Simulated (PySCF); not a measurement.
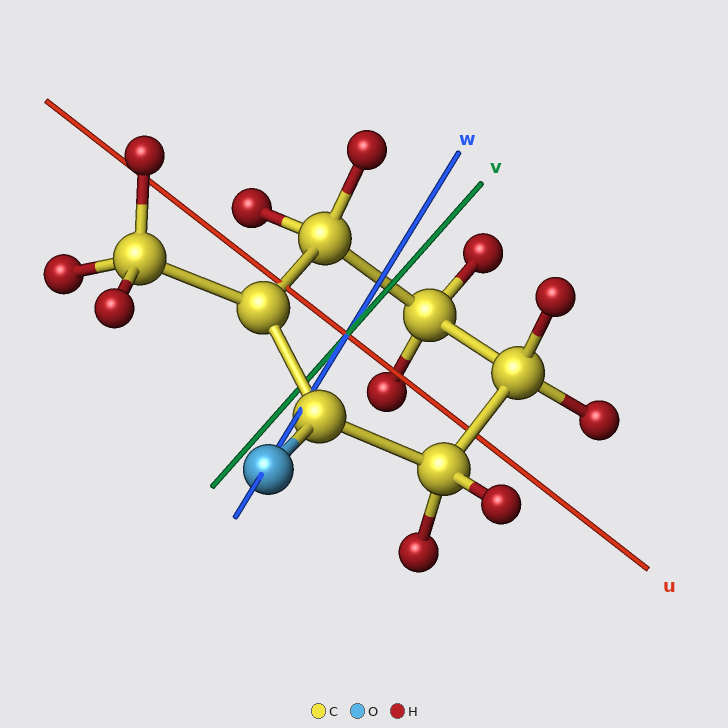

The lines u, v and w are the principal axes of the g tensor. Charge 0, doublet. Computed geometry: GFN2-xTB optimisation. No frequency run is at hand to confirm it as a minimum. Method: UKS B3LYP, pcH-1 on C H O, non-relativistic, mean-field spin-orbit, GIAO (PySCF 2.14.0).

Along which axis does g lie farthest from the free-electron value?

Along w: the shift is 5266 ppm.

Give the principal values and shifts.

```csv
axis,g,shift (ppm)
u,2.00427,1949
v,2.00212,−203
w,2.00759,5266
```
